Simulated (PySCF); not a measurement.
## Run report: C7H15GaO, geometry relaxation (part 2 of 2)

Continued. System: C7H15GaO. Method: PBE0-D3(BJ)/def2-SVP geometry optimisation, gas phase (PySCF 2.14.0). It belongs to a series of runs on one base structure; here: H on C replaced by allyl.

Geometry of the input (Å):
```
C  2.4023  1.4739  -0.0702
C  1.5575  0.6764  -0.7102
C  1.6167  -0.8149  -0.6265
C  0.3771  -1.4449  -0.0871
C  -0.0697  -0.8917  1.2827
C  -1.5346  -0.4854  1.1005
O  -1.6227  -0.1587  -0.2723
Ga -1.7800  1.8586  -0.7163
C  -0.8801  -1.1333  -0.9489
H  3.1723  1.1319  0.5702
H  2.2895  2.5654  -0.1611
H  0.7897  1.0897  -1.3422
H  1.8049  -1.2146  -1.6219
H  2.4480  -1.0975  0.0412
H  0.4886  -2.5393  -0.0297
H  0.5237  0.0181  1.5259
H  0.0593  -1.5976  2.0940
H  -2.2144  -1.3231  1.3275
H  -1.8329  0.3781  1.6850
H  -0.8024  2.5117  0.2667
H  -3.3049  2.0106  -0.3405
H  -1.4318  1.7565  -2.2298
H  -0.6129  -0.7209  -1.9692
H  -1.5075  -2.0294  -1.1069
```

### Trajectory as extended XYZ, continued
```
24
Properties=species:S:1:pos:R:3:forces:R:3 step=6 energy=-61896.46707
C     2.5119    1.4629   -0.0781    0.0102   0.0254   0.0085
C     1.6846    0.6615   -0.7507    0.0034  -0.0185   0.0110
C     1.6686   -0.8306   -0.6424   -0.0040  -0.0158  -0.0174
C     0.3494   -1.4063   -0.1043   -0.0203   0.0093   0.0063
C    -0.0260   -0.8748    1.2965   -0.0099  -0.0073  -0.0057
C    -1.4951   -0.5020    1.1786    0.0142  -0.0066  -0.0033
O    -1.6540   -0.1415   -0.1926    0.0025   0.0065   0.0424
Ga   -2.0627    1.8633   -0.7421   -0.0027   0.0352  -0.0250
C    -0.8810   -1.0575   -0.9621    0.0059  -0.0193  -0.0142
H     3.2696    1.0656    0.6072   -0.0243  -0.0066  -0.0205
H     2.4637    2.5484   -0.1911    0.0048   0.0193   0.0019
H     0.9452    1.1181   -1.4217    0.0150  -0.0029   0.0103
H     1.8564   -1.2744   -1.6369   -0.0032  -0.0020   0.0048
H     2.4947   -1.1638    0.0071   -0.0007  -0.0015   0.0012
H     0.4527   -2.5017   -0.0738    0.0038  -0.0017  -0.0034
H     0.5658    0.0249    1.5221    0.0033   0.0055  -0.0009
H     0.1525   -1.6120    2.0914    0.0026   0.0030   0.0000
H    -2.1651   -1.3515    1.3997   -0.0003  -0.0059  -0.0014
H    -1.7981    0.3593    1.7885    0.0054  -0.0024  -0.0003
H    -1.1497    2.5694    0.3453   -0.0182  -0.0187  -0.0135
H    -3.6254    1.8708   -0.5180    0.0111   0.0004  -0.0062
H    -1.4978    1.7435   -2.2195   -0.0029   0.0016   0.0240
H    -0.6493   -0.5712   -1.9191    0.0056   0.0023   0.0013
H    -1.4978   -1.9496   -1.1629   -0.0013   0.0010   0.0002
24
Properties=species:S:1:pos:R:3:forces:R:3 step=7 energy=-61896.46842
C     2.5125    1.4581   -0.0788    0.0233  -0.0182   0.0193
C     1.6888    0.6562   -0.7552   -0.0127   0.0087  -0.0096
C     1.6699   -0.8359   -0.6456   -0.0082  -0.0078  -0.0118
C     0.3490   -1.4063   -0.1052   -0.0143   0.0116   0.0023
C    -0.0206   -0.8726    1.2958   -0.0063  -0.0079   0.0008
C    -1.4894   -0.4990    1.1833    0.0069   0.0021  -0.0254
O    -1.6508   -0.1359   -0.1876    0.0038  -0.0210   0.0484
Ga   -2.0750    1.8615   -0.7392    0.0031   0.0515  -0.0254
C    -0.8801   -1.0508   -0.9619   -0.0045  -0.0026  -0.0012
H     3.2632    1.0531    0.6094   -0.0067   0.0208  -0.0081
H     2.4699    2.5443   -0.1903   -0.0012   0.0024  -0.0003
H     0.9537    1.1136   -1.4303    0.0070  -0.0071   0.0049
H     1.8544   -1.2816   -1.6398    0.0015   0.0003   0.0039
H     2.4955   -1.1707    0.0037    0.0009  -0.0021   0.0008
H     0.4463   -2.5023   -0.0748    0.0085  -0.0027  -0.0037
H     0.5718    0.0278    1.5170    0.0037   0.0023   0.0001
H     0.1614   -1.6081    2.0916    0.0017   0.0019  -0.0011
H    -2.1603   -1.3478    1.4043    0.0014  -0.0057   0.0012
H    -1.7889    0.3624    1.7945    0.0016  -0.0032   0.0015
H    -1.1900    2.5720    0.3684   -0.0184  -0.0161  -0.0115
H    -3.6420    1.8547   -0.5489    0.0080  -0.0018  -0.0025
H    -1.4806    1.7564   -2.2058   -0.0025  -0.0026   0.0188
H    -0.6462   -0.5586   -1.9152    0.0047  -0.0023  -0.0030
H    -1.4994   -1.9396   -1.1685   -0.0012  -0.0004   0.0016
24
Properties=species:S:1:pos:R:3:forces:R:3 step=8 energy=-61896.46951
C     2.5187    1.4530   -0.0803    0.0153  -0.0149   0.0112
C     1.6962    0.6510   -0.7582   -0.0133   0.0110  -0.0083
C     1.6709   -0.8413   -0.6488   -0.0044  -0.0008   0.0038
C     0.3479   -1.4061   -0.1063   -0.0002   0.0138  -0.0052
C    -0.0162   -0.8723    1.2956   -0.0016  -0.0040   0.0054
C    -1.4849   -0.4982    1.1884    0.0001   0.0092  -0.0381
O    -1.6495   -0.1309   -0.1812    0.0162  -0.0349   0.0369
Ga   -2.0895    1.8628   -0.7379    0.0069   0.0424  -0.0159
C    -0.8807   -1.0441   -0.9606   -0.0198   0.0151   0.0079
H     3.2681    1.0514    0.6108   -0.0046   0.0044  -0.0014
H     2.4766    2.5392   -0.1938   -0.0017  -0.0012  -0.0044
H     0.9652    1.1099   -1.4363   -0.0042  -0.0021   0.0016
H     1.8518   -1.2878   -1.6431    0.0043   0.0007   0.0008
H     2.4958   -1.1795   -0.0004    0.0013  -0.0049   0.0005
H     0.4407   -2.5026   -0.0773    0.0073  -0.0009  -0.0023
H     0.5770    0.0285    1.5138    0.0031   0.0006   0.0009
H     0.1693   -1.6070    2.0912    0.0004   0.0007  -0.0014
H    -2.1556   -1.3474    1.4083    0.0019  -0.0039   0.0048
H    -1.7818    0.3621    1.8024   -0.0016  -0.0033   0.0041
H    -1.2372    2.5758    0.3920   -0.0099  -0.0069  -0.0023
H    -3.6597    1.8407   -0.5839    0.0006  -0.0051  -0.0014
H    -1.4621    1.7707   -2.1908    0.0001  -0.0064   0.0078
H    -0.6454   -0.5469   -1.9109    0.0022  -0.0052  -0.0049
H    -1.5025   -1.9301   -1.1718    0.0014  -0.0031   0.0000
24
Properties=species:S:1:pos:R:3:forces:R:3 step=9 energy=-61896.47020
C     2.5247    1.4473   -0.0809    0.0000  -0.0052  -0.0045
C     1.7002    0.6487   -0.7609    0.0006   0.0077  -0.0022
C     1.6705   -0.8438   -0.6535   -0.0055   0.0063   0.0131
C     0.3472   -1.4046   -0.1078    0.0126  -0.0013  -0.0077
C    -0.0108   -0.8715    1.2956    0.0056   0.0011   0.0073
C    -1.4798   -0.4980    1.1942    0.0003   0.0085  -0.0286
O    -1.6480   -0.1266   -0.1733    0.0098  -0.0269   0.0102
Ga   -2.1029    1.8651   -0.7383    0.0054   0.0147  -0.0020
C    -0.8824   -1.0380   -0.9582   -0.0231   0.0215   0.0092
H     3.2714    1.0433    0.6110    0.0062  -0.0035   0.0047
H     2.4870    2.5338   -0.1945   -0.0036  -0.0053  -0.0010
H     0.9712    1.1104   -1.4388   -0.0073   0.0010  -0.0028
H     1.8474   -1.2899   -1.6485    0.0045   0.0023  -0.0022
H     2.4958   -1.1858   -0.0074    0.0008  -0.0024  -0.0007
H     0.4375   -2.5015   -0.0809    0.0023   0.0005   0.0015
H     0.5827    0.0298    1.5108    0.0006  -0.0031   0.0010
H     0.1793   -1.6058    2.0904   -0.0017  -0.0016  -0.0006
H    -2.1489   -1.3487    1.4138    0.0009  -0.0002   0.0040
H    -1.7748    0.3601    1.8119   -0.0044  -0.0018   0.0026
H    -1.2888    2.5801    0.4161   -0.0018   0.0055   0.0085
H    -3.6759    1.8239   -0.6274   -0.0045  -0.0043  -0.0014
H    -1.4367    1.7818   -2.1732    0.0037  -0.0046  -0.0068
H    -0.6472   -0.5369   -1.9067   -0.0028  -0.0058  -0.0022
H    -1.5057   -1.9222   -1.1725    0.0014  -0.0030   0.0006
24
Properties=species:S:1:pos:R:3:forces:R:3 step=10 energy=-61896.47029
C     2.5314    1.4431   -0.0824   -0.0054   0.0019  -0.0101
C     1.7028    0.6485   -0.7622    0.0045   0.0009   0.0028
C     1.6700   -0.8442   -0.6574   -0.0028   0.0071   0.0092
C     0.3472   -1.4032   -0.1089    0.0138  -0.0072  -0.0087
C    -0.0062   -0.8714    1.2960    0.0041   0.0056   0.0035
C    -1.4757   -0.4985    1.1989    0.0023   0.0045  -0.0048
O    -1.6471   -0.1240   -0.1665    0.0017  -0.0073  -0.0104
Ga   -2.1139    1.8665   -0.7395    0.0042  -0.0063   0.0086
C    -0.8844   -1.0336   -0.9555   -0.0137   0.0122   0.0051
H     3.2793    1.0358    0.6063    0.0054  -0.0055   0.0063
H     2.4959    2.5299   -0.1936   -0.0007  -0.0034  -0.0008
H     0.9731    1.1132   -1.4374   -0.0069   0.0020  -0.0001
H     1.8432   -1.2887   -1.6538    0.0032   0.0016  -0.0029
H     2.4965   -1.1894   -0.0146   -0.0005  -0.0005  -0.0003
H     0.4361   -2.5002   -0.0837    0.0000   0.0015   0.0022
H     0.5875    0.0303    1.5095    0.0002  -0.0036   0.0019
H     0.1874   -1.6059    2.0899   -0.0039  -0.0025  -0.0006
H    -2.1431   -1.3507    1.4184    0.0001   0.0015   0.0021
H    -1.7700    0.3574    1.8199   -0.0037  -0.0002   0.0006
H    -1.3389    2.5857    0.4385    0.0015   0.0083   0.0081
H    -3.6886    1.8066   -0.6701   -0.0048  -0.0033  -0.0032
H    -1.4103    1.7913   -2.1567    0.0034  -0.0009  -0.0084
H    -0.6507   -0.5304   -1.9032   -0.0028  -0.0042  -0.0024
H    -1.5084   -1.9172   -1.1709    0.0009  -0.0022   0.0023
```

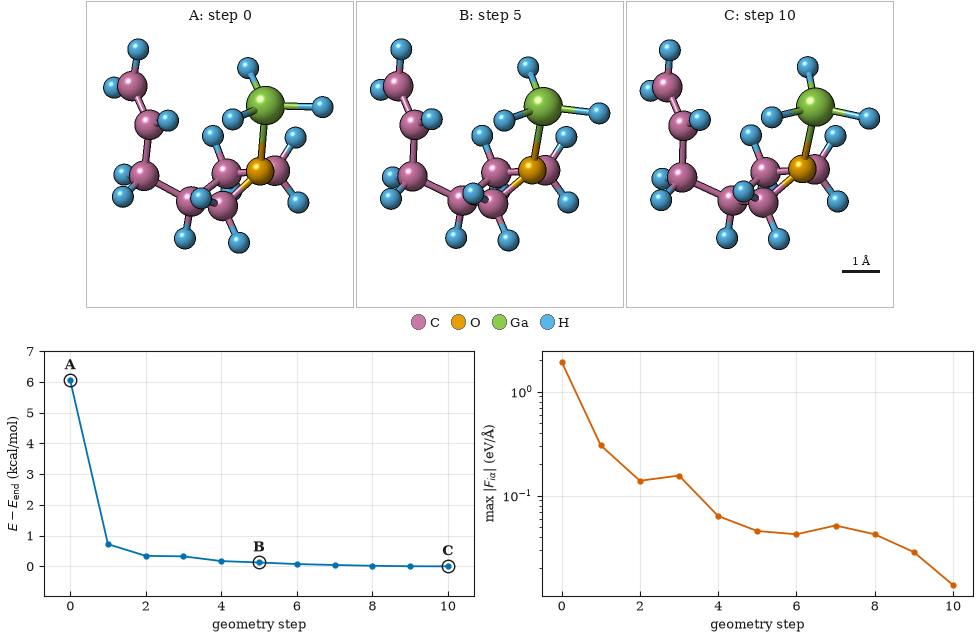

Figure 1. Frames of the relaxation (ball-and-stick view, seen at a tilt) above the curves, on which the letters mark them (steps are counted from 0).

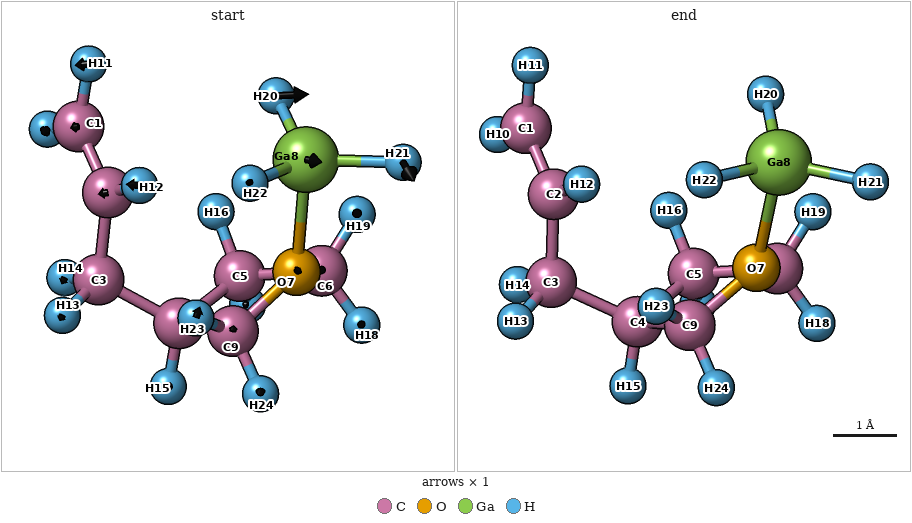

Figure 2. Before (left) and after (right) the relaxation, at one scale (ball-and-stick view, seen at a tilt). The black arrows give the displacements, at true length. The largest moves after the best rigid fit, 0.54 Å, are those of H20 and H21. By element the largest moves are H 0.54 Å, Ga 0.31 Å, C 0.17 Å, O 0.11 Å. Among the contacts that change: O7–Ga8 2.072 → 2.123 Å, Ga8–H20 1.532 → 1.583 Å, C3–C4 1.492 → 1.537 Å, C1–H10 1.058 → 1.095 Å. Among the angles that change: O7–Ga8–H20 103.2° → 96.7°, C6–O7–Ga8 116.0° → 122.1°, Ga8–O7–C9 127.9° → 124.5°. The energy falls by 6.05 kcal/mol in 10 geometry steps. Largest force component: 1.9 eV/Å at the start, 0.014 eV/Å at the end. (Atoms are counted from 1 in the order of the input.)

### Summary

| quantity | value |
| --- | --- |
| outcome | converged |
| total energy | −2274.653347 hartree |
| dipole moment | 4.92 D |
| point group | C1 |
| hardware | 1 CPU thread, shared host |
| wall time | 10 min |
| peak memory | 1.2 GiB |
